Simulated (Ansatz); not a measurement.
Consider NaI in the rock salt structure (space group Fm-3m, No. 225; a = 6.528 Å).

It is then changed as follows: a hydrostatic pressure of 1.5 GPa.

Level of theory: PBE, PAW, 420 eV (Ansatz, a first-principles code; no SOC).

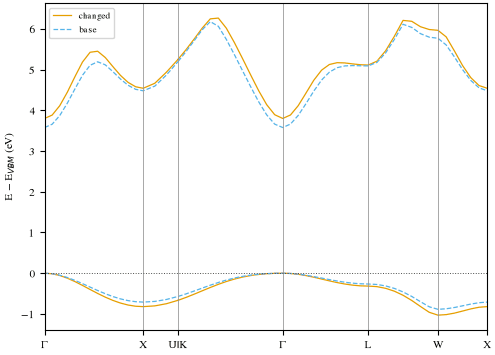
*Highest valence and lowest conduction band along the path, each from its own valence-band maximum*

**Question.** Read the changed gap and its character from the plot.

**Answer.** About 3.8 eV, direct at Γ.

With I present, leaving out spin-orbit coupling can change the band edges. Load acts through the strain it causes; cell and atoms are relaxed under it. Stability against distortions was not tested.
